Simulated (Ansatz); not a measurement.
**As2 (charge +1, doublet): density, localisation and related maps**

The calculation's input:

```
crystal:
  periodic: [false, false, false]
  atoms:
    - {symbol: As, position_ang: [0.932570, -0.308975, 0.478536]}
    - {symbol: As, position_ang: [-0.932570, 0.308975, -0.478536]}
basis:
  gaussian: {orbitals: def2-TZVPP}
total_charge: 1
magnetization: {spin_polarized: true, initial_magnetization: 1}
hamiltonian: {xc: pbe0, dispersion: d4}
output: {orbitals: {seedname: orbitals}}
```

Launched as:

```sh
ansatz run in.yaml --threads 2 --pin off --events-out ev --progress --plain --max-ram 32768MiB --backend cpu
```

Geometry: PBE0-D4/def2-TZVP.

The calculation used UKS PBE0-D4/def2-TZVPP (Ansatz 0.2.0).

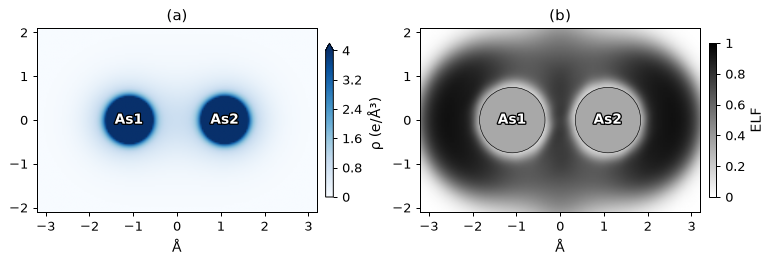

Figure 1. (a) electron density; (b) ELF on a plane that holds the molecular axis. Grey discs cover the atomic cores in the ELF map.

What does the map show?

The plane passes through As nuclei.
As–As (2.19 Å): ρ is about 0.87 e/Å³ halfway; the ELF peaks at about 0.75 between the atoms.
The ELF also peaks beside As1 and As2, away from the bonds: non-bonding electrons, paired or unpaired.

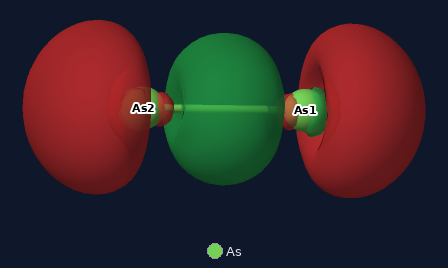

Figure 2. The HOMO−1 (β) at ±0.15 Å⁻³ᐟ² (green and red are the two phases), seen from one side.

Describe this orbital and give its energy.

It lies mainly on As1 (about 50 %) and As2 (about 50 %); it is of σ type; it is gerade (even under inversion). Its energy is −14.40 eV.

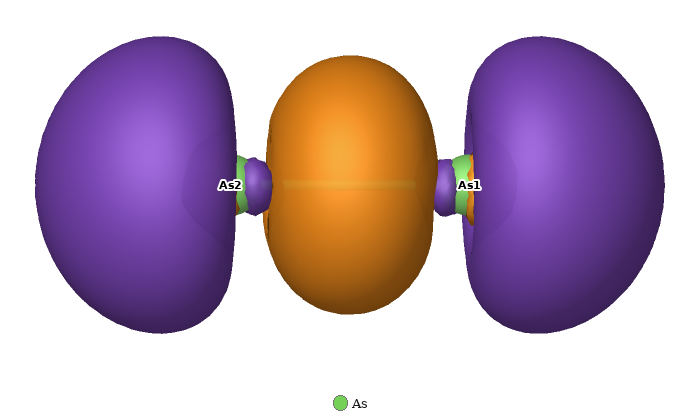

Figure 3. The HOMO−1 (α) at ±0.1 Å⁻³ᐟ² (orange and purple are the two phases), seen from one side.

Describe this orbital and give its energy.

It lies mainly on As1 (about 50 %) and As2 (about 50 %); it is of σ type; it is gerade (even under inversion). Its energy is −14.61 eV.
